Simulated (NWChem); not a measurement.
# SrO (SMILES [O][Sr]): PBE-D2/jorge-TZP-DKH (sfX2C, COSMO cyclohexane)

What is the vertical singlet–triplet gap of SrO at PBE-D2/jorge-TZP-DKH (sfX2C, COSMO cyclohexane)? 

The calculation is run with NWChem 7.3.0.

1 further run of the same task is left out (it didn't finish).

**1. The system as given**

SrO has 2 atoms, charge 0, and is taken as a singlet. As SMILES, `[O][Sr]`. The shape comes from GFN2-xTB, which is rough for such elements, and wasn't checked as a minimum.

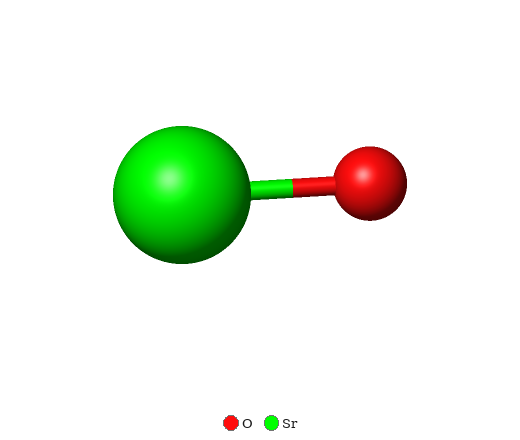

Viewed from a chosen angle; oxygen red, strontium green.

**2. A single-point energy at PBE-D2/jorge-TZP-DKH (sfX2C, COSMO cyclohexane)**

The input, run.py:

```python
from ase import Atoms
from ase.calculators.nwchem import NWChem

atoms = Atoms(['O', 'Sr'], positions=[
    [0.000000, 0.000000, 0.000000],
    [0.000000, 0.000000, 2.003170],
])

calc = NWChem(
    label='geom',
    theory='dft',
    memory='2200 mb',
    basis='jorge-TZP-DKH',
    basispar='spherical bse',
    relativistic={'x2c': 'on'},
    cosmo={'dielec': '2.0165'},
    dft={'xc': 'xpbe96 cpbe96', 'mult': '1', 'disp': 'vdw 2', 'grid': 'medium', 'iterations': '100', 'mulliken': None, 'print': 'low'},
    task='energy',
)
atoms.calc = calc

e = atoms.get_potential_energy()
print(f"E = {e:.6f} eV")
```

Run with:

```sh
export ASE_NWCHEM_COMMAND="nwchem PREFIX.nwi > PREFIX.nwo"
python run.py
```

The program printed:

```text
E = -88543.702799 eV
```

The calculator wrote geom.nwi:

```
title "geom"

permanent_dir geom

scratch_dir geom

start geom

geometry units angstrom nocenter noautosym noautoz
  O  0.0000000000000000e+00 0.0000000000000000e+00 0.0000000000000000e+00
  Sr 0.0000000000000000e+00 0.0000000000000000e+00 2.0031699999999999e+00
end

memory 2200 mb

basis spherical bse noprint
   * library jorge-TZP-DKH
end

relativistic
  x2c on
end
cosmo
  dielec 2.0165
end
dft
  xc xpbe96 cpbe96
  mult 1
  disp vdw 2
  grid medium
  iterations 100
  mulliken
  print low
end

task dft energy
```

geom.nwo, cut to the lines that bear on the results:

```text
[...]
 d= 0,ls=0.0,diis     1  -3253.9140327241 -2.87D-02  7.19D-03  1.41D-02    27.8
[...]
 d= 0,ls=0.0,diis     7  -3253.9210872979 -3.76D-07  7.18D-06  1.09D-06    38.5
         Total DFT energy =    -3253.921087297890
      One electron energy =    -4664.665386728271
           Coulomb energy =     1444.992557119441
    Exchange-Corr. energy =     -114.191301031257
 Nuclear repulsion energy =       80.307654216022
    Dispersion correction =       -0.000030160519
[...]
      Total Density - Mulliken Population Analysis
     ---------------------------------------------
    Atom       Charge   Shell Charges
 -----------   ------   -------------------------------------------------------
    1 O    8     8.98   0.58  1.38  0.18  0.90  0.89  1.82  1.73  1.50  0.00  0.01  0.00
    2 Sr  38    37.02   0.50  0.71  0.76  2.03  1.93  0.84  1.26  0.10 -0.00  5.76  1.38  4.75  1.73  4.33  0.18  0.07  9.97  0.39  0.34  0.00
[...]
```

Wall time 40 s (1 thread of Intel Xeon Platinum 8259CL at 2.50GHz (Skylake/Cascade Lake), shared host); peak memory 0.12 GiB.

**3. The triplet at the same level**

The input, calc.nw:

```
start calc
title "OSr energy"
memory 2200 mb

geometry noautosym nocenter
zmatrix
  O
  Sr 1 r2
variables
  r2 2.00317
end
end

basis "ao basis" spherical bse
* library jorge-TZP-DKH
end

relativistic
x2c on
end

cosmo
dielec 2.0165
end

dft
xc xpbe96 cpbe96
mult 3
disp vdw 2
grid medium
iterations 150
mulliken
end

task dft
```

Run with:

```sh
nwchem calc.nw > calc.out
```

The program printed:

```text
[...]
          Wavefunction type:  spin polarized.
          No. of atoms     :     2
          No. of electrons :    46
[...]
          Charge           :     0
          Spin multiplicity:     3
[...]
          AO basis - number of functions:    83
[...]
              XC Information
              --------------
          PerdewBurkeErnzerhof Exchange Functional  1.000
            Perdew 1991 LDA Correlation Functional  1.000 local
           PerdewBurkeErnz. Correlation Functional  1.000 non-local
[...]
 d= 0,ls=0.0,diis     1  -3239.8275522052 -3.32D+03  1.71D-02  4.06D+04     3.6
[...]
 d= 0,ls=0.5,diis    19  -3253.8534905667 -3.09D-07  8.47D-06  1.81D-07    99.8
[...]
         Total DFT energy =    -3253.853490795583
      One electron energy =    -4661.990236096622
           Coulomb energy =     1442.148458269272
    Exchange-Corr. energy =     -114.088019277090
 Nuclear repulsion energy =       80.307654216022
    Dispersion correction =       -0.000030160519
[...]
      Total Density - Mulliken Population Analysis
     ---------------------------------------------
    Atom       Charge   Shell Charges
 -----------   ------   -------------------------------------------------------
    1 O    8     8.61   0.59  1.38  0.17  0.95  0.87  1.79  1.70  1.16  0.00  0.01  0.00
    2 Sr  38    37.39   0.50  0.71  0.76  2.03  1.93  0.84  1.24  0.52  0.39  5.76  1.38  4.75  1.75  4.32  0.11  0.03  9.97  0.23  0.17  0.00
[...]
      <S2> =      2.0022 (Exact =     2.0000)
[...]
```

Run time: 1.7 min. Hardware: 1 thread of Intel Xeon Platinum 8259CL at 2.50GHz (Skylake/Cascade Lake), shared host; peak memory 0.12 GiB.

**4. What came out**

At PBE-D2/jorge-TZP-DKH (sfX2C, COSMO cyclohexane):

| quantity | value |
| --- | --- |
| singlet: total energy | -3253.92109 Eh |
| singlet: dispersion energy | -0.08 kJ/mol |
| singlet: solvent term in the energy | -93.9 kJ/mol |
| triplet: total energy | -3253.85349 Eh |
| triplet: dipole moment | 3.58 D |
| triplet: HOMO energy (highest over α and β) | -3.04 eV |
| triplet: dispersion energy | -0.08 kJ/mol |
| triplet: solvent term in the energy | -28.0 kJ/mol |
| triplet: ⟨S²⟩ | 2.002 |
| vertical energy of the triplet above the singlet | 1.839 eV |

What this shows: At this shape the triplet lies 1.84 eV (42 kcal/mol) above the singlet.
